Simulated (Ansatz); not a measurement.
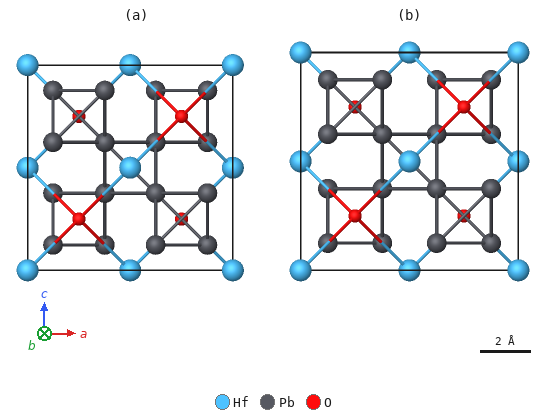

The structure of solid HfPb4O (a generated structure, set up in F-43m) (coarse preliminary run) before (left) and after (right) a relaxation, at one scale.

A ball-and-stick model of the conventional cell (4 times the calculation's cell), seen along the b axis. Lengths and directions refer to the drawn axes.

The calculation used DFT PBE, scalar-relativistic, plane waves, PAW in Ansatz.

Input file:
```yaml
crystal:
  lattice:
    - [0.0, 4.10987222, 4.10987222]
    - [4.10987222, 0.0, 4.10987222]
    - [4.10987222, 4.10987222, 0.0]
  atoms:
    - { symbol: Hf, position: [0.0, 0.0, 0.0] }
    - { symbol: Pb, position: [0.87153172, 0.37615609, 0.37615609] }
    - { symbol: Pb, position: [0.37615609, 0.37615609, 0.37615609] }
    - { symbol: Pb, position: [0.37615609, 0.87153172, 0.37615609] }
    - { symbol: Pb, position: [0.37615609, 0.37615609, 0.87153172] }
    - { symbol: O, position: [0.75, 0.75, 0.75] }
basis:
  ecutwfc: 420
kpoints:
  mp_grid: { grid: [4, 4, 4] }
hamiltonian:
  xc: pbe
scf:
  occupations: { method: gaussian, width: 0.1 }
  lower_state_search: "off"
output:
  forces: true
  stress: true
  eigenvalues: true
relax:
  adjacent_minimum: "off"
  f_tol: 0.04
  max_steps: 70
  cell: { stress_tol: 0.4 }
```

Command:
```bash
ansatz run input.yaml --threads 1 --pin off --max-ram 2560MiB --backend cpu --events-out ev --progress --plain --runs-dir out
```

Describe what moved and what it gained.

The energy falls by 1.013 eV per cell of the calculation in 3 accepted moves (4 points after the start). Largest force component: 0.28 eV/Å at the start, 0.0056 eV/Å at the end. Pressure: 13.66 GPa at the start and 0.33 GPa at the end. The SCF was repeated once at an unchanged geometry on a basis and grid sized afresh for the cell, which shifted the energy by 37.8 meV per cell of the calculation at most. The largest moves relative to the cell, 0.017 Å, are those of Pb2, Pb3, Pb4 and Pb5. Pb3 goes along [−1 1 −1]. O and Hf stay in place. Cell: a = b = c 8.220 → 8.722 Å (+6.1 %). Volume +19.5 %. Some distances before and after: Hf1–O6 3.559 → 3.777 Å, Pb2–Pb3 2.879 → 3.083 Å, Pb2–Pb3 (another image) 2.933 → 3.084 Å. The space group stays F-43m (No. 216). Cost: 42 s on 1 thread of Intel(R) Xeon(R) Processor @ 2.70GHz (shared host), peak memory 0.46 GiB.
